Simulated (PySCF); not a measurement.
**SFOH: triplet, from a linear start**

Where does triplet SFOH go from a linear start, is the end point a minimum, and what are its modes, charges and moments?

Method: PBE0, basis S def2-TZVP, F def2-TZVP, O def2-TZVP, H def2-TZVP, no relativity, density fitting; program: PySCF 2.14.0.

## 1. Where the work starts

4 atoms, charge 0, spin multiplicity 3.

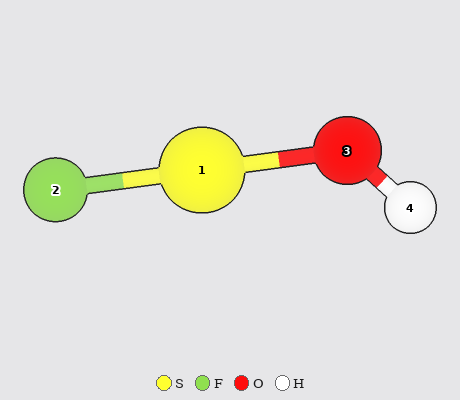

The starting geometry (sulfur yellow, fluorine green, oxygen red, hydrogen white); atoms are numbered from 1 in the order of the file.

```xyz
4
charge 0 multiplicity 3
S     0.0000    0.0000    0.0000
F     0.0000    0.0000    1.6700
O     0.0000    0.0000   -1.6600
H     0.7354    0.0000   -2.2771
```

## 2. The SCF at the typed geometry

One driver script runs all steps and calls PySCF; scf.py shows how it sets up the SCF of each step. The optimiser is the driver's own. After this first run the driver tries any further starts and a stability analysis.

scf.py reads:

```python
from pyscf import gto, scf, dft
mol = gto.M(atom='''
S      0.000000     0.000000     0.000000
F      0.000000     0.000000     1.670000
O      0.000000     0.000000    -1.660000
H      0.735400     0.000000    -2.277100''',
    basis={'S': 'def2-TZVP', 'F': 'def2-TZVP', 'O': 'def2-TZVP', 'H': 'def2-TZVP'},
    charge=0, spin=2)
mf = dft.UKS(mol, xc='PBE0')
mf.grids.atom_grid = (50, 194)
aux = {'S': 'def2-universal-JKFIT', 'F': 'def2-universal-JKFIT', 'O': 'def2-universal-JKFIT', 'H': 'def2-universal-JKFIT'}
mf = mf.density_fit(auxbasis=aux)
mf.conv_tol = 1e-08
mf.diis_space = 10
mf.max_cycle = 60
mf.init_guess = 'minao'
mf.verbose = 4
mf.kernel()
```

Launch:

```sh
OMP_NUM_THREADS=4 python axn.py task.json out
```

The program printed:

```text
init E= -573.799098874741
[... the frontier-level lines of each cycle are left out ...]
cycle= 1 E= -573.422836378093  delta_E= 0.376  |g|= 0.567  |ddm|= 1.42
cycle= 2 E= -573.086969687285  delta_E= 0.336  |g|= 1.12  |ddm|= 0.794
cycle= 3 E= -573.531358918869  delta_E= -0.444  |g|= 0.059  |ddm|= 0.554
cycle= 4 E= -573.532934982043  delta_E= -0.00158  |g|= 0.0238  |ddm|= 0.089
cycle= 5 E= -573.533141365499  delta_E= -0.000206  |g|= 0.0145  |ddm|= 0.0296
cycle= 6 E= -573.533200098567  delta_E= -5.87e-05  |g|= 0.00659  |ddm|= 0.0109
cycle= 7 E= -573.533219144996  delta_E= -1.9e-05  |g|= 0.000968  |ddm|= 0.00544
cycle= 8 E= -573.533220955342  delta_E= -1.81e-06  |g|= 0.000373  |ddm|= 0.00277
cycle= 9 E= -573.533221488013  delta_E= -5.33e-07  |g|= 0.000255  |ddm|= 0.00206
cycle= 10 E= -573.533221592123  delta_E= -1.04e-07  |g|= 7.03e-05  |ddm|= 0.000906
cycle= 11 E= -573.533221600483  delta_E= -8.36e-09  |g|= 2.11e-05  |ddm|= 0.000245
Extra cycle  E= -573.533221601067  delta_E= -5.84e-10  |g|= 1.67e-05  |ddm|= 4.27e-05
converged SCF energy = -573.533221601067  <S^2> = 2.005088  2S+1 = 3.0033901
```

This step, with its further starts and checks, needed 12 s of wall time on 4 threads of Arm Neoverse N1, shared host.

The starts that the driver tried:

```csv
start,energy (Eh)
the minimal-basis guess,-573.533222
a thermally smeared density,-573.533222
a smeared PBE density,-573.533222
```

No lower solution of this spin turned up from the other starts or in the test of internal stability.

## 3. Relaxation: linear start, triplet

The program finds Cs symmetry in the start, which this walk keeps. Threshold on the gradient: 0.0003 Eh/bohr, with a further test on the energy change.

scf.py: that of step 2 with these lines changed.

```diff
@@ -3,4 +3,4 @@
-S      0.000000     0.000000     0.000000
-F      0.000000     0.000000     1.670000
-O      0.000000     0.000000    -1.660000
-H      0.735400     0.000000    -2.277100''',
+S     -0.010904     0.000000    -0.042382
+F     -0.010904     0.000000     1.627618
+O     -0.010904     0.000000    -1.702382
+H      0.724496     0.000000    -2.319482''',
@@ -16 +15,0 @@
-mf.init_guess = 'minao'
```

Steps of the walk:

```csv
step,energy (Eh),change (kJ/mol),largest symmetric gradient (Eh/bohr)
0,-573.533222,0.00,0.01540
1,-573.537303,-10.72,0.01055
2,-573.539261,-15.86,0.01386
3,-573.540638,-19.47,0.01515
4,-573.542232,-23.66,0.00879
5,-573.542831,-25.23,0.00336
6,-573.542871,-25.34,0.00384
7,-573.542892,-25.39,0.00048
8,-573.542894,-25.39,0.00022
```

The walk took 18 s.

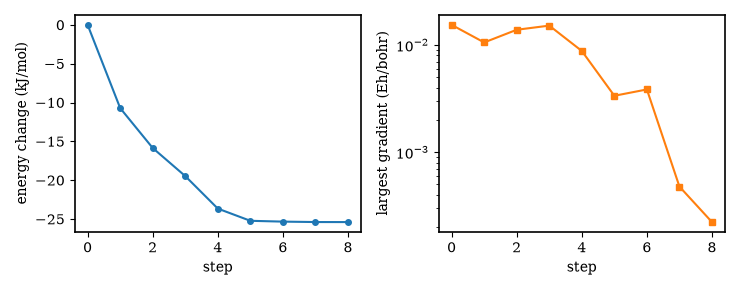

Energy and largest gradient along the walk.

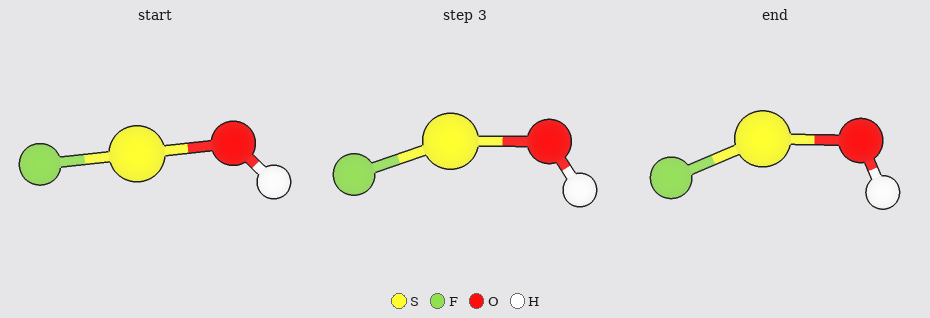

The geometry along the walk, at one scale.

It settles in Cs symmetry, 25.4 kJ/mol below the start, after 8 steps: O–H 0.967 Å, S–F 1.707 Å, S–O 1.679 Å; F–S–O 155.9°, H–O–S 113.8°.

## 4. Vibrations and properties at this point

On the finer grid the gradient is checked again; gradients at displacements of ±0.02 bohr then give force constants and infrared intensities.

scf.py: that of step 3 with these lines changed.

```diff
@@ -3,4 +3,4 @@
-S     -0.010904     0.000000    -0.042382
-F     -0.010904     0.000000     1.627618
-O     -0.010904     0.000000    -1.702382
-H      0.724496     0.000000    -2.319482''',
+S     -0.203331     0.000000    -0.035666
+F      0.289727     0.000000     1.598525
+O      0.005231     0.000000    -1.702227
+H      0.931327     0.000000    -1.978829''',
@@ -10 +10 @@
-mf.grids.atom_grid = (50, 194)
+mf.grids.atom_grid = (75, 302)
@@ -13 +13 @@
-mf.conv_tol = 1e-08
+mf.conv_tol = 1e-10
```

The driver hands on the density of the step before, so the log starts near convergence.

Log of the central SCF (cycles and frontier levels):

```text
init E= -573.542893324745
[... the frontier-level lines of each cycle are left out ...]
cycle= 1 E= -573.542893324746  delta_E= -6.82e-13  |g|= 1.29e-06  |ddm|= 9.81e-07
Extra cycle  E= -573.54289332474  delta_E= 5.23e-12  |g|= 2.85e-06  |ddm|= 2.12e-06
converged SCF energy = -573.54289332474  <S^2> = 2.006091  2S+1 = 3.0040579
```

The whole step took 63 s.

Geometry: Cs; O–H 0.967 Å, S–F 1.707 Å, S–O 1.680 Å; F–S–O 156.1°, H–O–S 113.8°.

Modes, for the most abundant isotopes:

| symmetry | ω (cm⁻¹) | IR (km/mol) | μ (u) |
| --- | --- | --- | --- |
| a' | 276 | 9.7 | 6.92 |
| a'' | 366 | 137 | 1.64 |
| a' | 579 | 121 | 19.57 |
| a' | 699 | 305 | 16.79 |
| a' | 949 | 92.0 | 1.15 |
| a' | 3805 | 122 | 1.07 |

All wavenumbers are real: a minimum.

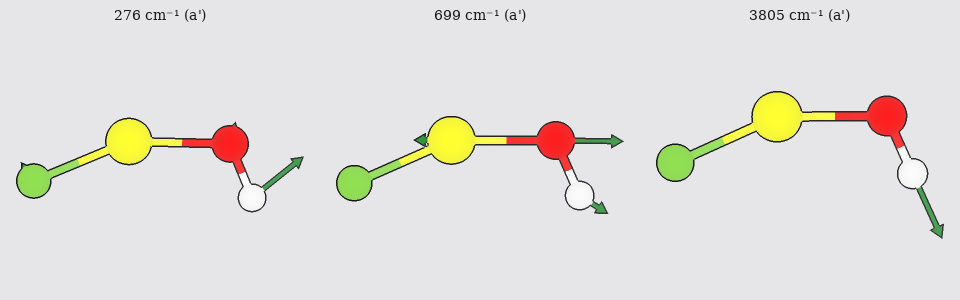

How the atoms move in 3 of the modes.

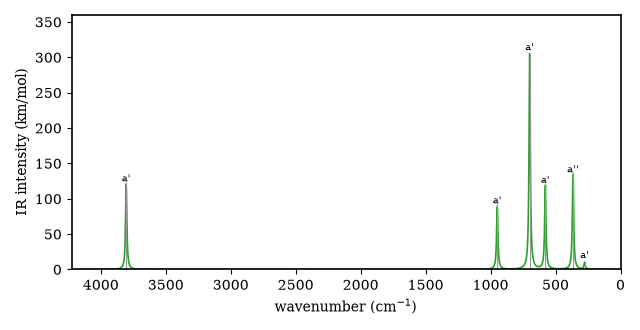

The harmonic infrared spectrum (widths in cm⁻¹). Lines are broadened to a width of 12 cm⁻¹ (Lorentzian).

Constants and moments:

```
Dipole moment                                                   : 2.39 D
Highest occupied level                                          : -7.60 eV
Lowest empty level                                              : -3.66 eV
Rotational constants                                            : 5.149, 0.1696, 0.1642 cm⁻¹
Zero-point energy                                               : 39.9 kJ/mol
Principal polarisabilities                                      : 16.1, 18.7, 42.0 bohr³
Atomisation energy without zero-point energy                    : 980 kJ/mol
Principal traceless quadrupole moments about the centre of mass : -7.13, 0.30, 6.84 D Å
Entropy at 298.15 K and 1 bar (electronic part: spin only)      : 277.4 J/(mol K)
Heat capacity Cp at 298.15 K                                    : 56.7 J/(mol K)
Enthalpy at 298.15 K above 0 K                                  : 12.87 kJ/mol
Rotational symmetry number                                      : 1
Spin squared ⟨S²⟩                                               : 2.006
```

Populations by atom (charges in e):

| atom | Mulliken | Löwdin | polar tensor | spin (Mulliken) | Mayer order to S1 |
| --- | --- | --- | --- | --- | --- |
| S1 | 0.37 | 0.41 | 1.06 | 1.48 | – |
| F2 | -0.29 | -0.27 | -0.66 | 0.21 | 0.87 |
| O3 | -0.41 | -0.28 | -0.73 | 0.31 | 1.09 |
| H4 | 0.33 | 0.15 | 0.33 | -0.01 | 0.04 |

Mulliken populations on S1: s 6.00, p 9.26, d 0.33, f 0.04.

## 5. Summary of results

| quantity | value |
| --- | --- |
| minimum | triplet, Cs |
| geometry | O–H 0.967 Å, S–F 1.707 Å, S–O 1.680 Å; F–S–O 156.1°, H–O–S 113.8° |
| wavenumbers (cm⁻¹) | 276 (a'), 366 (a''), 579 (a'), 699 (a'), 949 (a'), 3805 (a') |
| dipole moment | 2.39 D |
| highest occupied, lowest empty level (either spin) | -7.60, -3.66 eV |
| polar-tensor charge of S1 | +1.06 e |
| zero-point energy | 39.9 kJ/mol |
| entropy at 298.15 K | 277.4 J/(mol K) |
| atomisation energy (no zero-point energy) | 980 kJ/mol |
| ⟨S²⟩ | 2.006 |

What this shows: The linear start keeps its Cs symmetry and ends in a minimum. In the infrared the band at 699 cm⁻¹ (a') leads. Most of the spin sits on S1 (Mulliken spin 1.48, against 2 for the whole molecule). Other starts or spin states, not run here, may lie lower.

The search up to here took 93 s.
